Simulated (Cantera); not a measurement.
Charge: 1 mol Pb, 5.8 mol CO, 2.1 mol H2, held at 0.133 bar.

Cantera equilibrium calculation (NASA polynomials, part measured and part estimated; ideal gas, pure solids and liquids). Candidate condensed phases: C, C6H6, C7H8, C8H18, H2O, Pb, PbO, PbO2, Pb3O4; 113 gas species. Rates play no part.

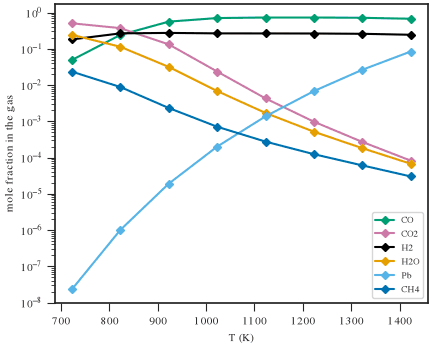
Figure. Equilibrium gas composition (values under 1e-9 drawn at 1e-9)

From 723 K to 1423 K the condensed part is C(graphite) + Pb(l). The main Pb-bearing gas is Pb throughout.
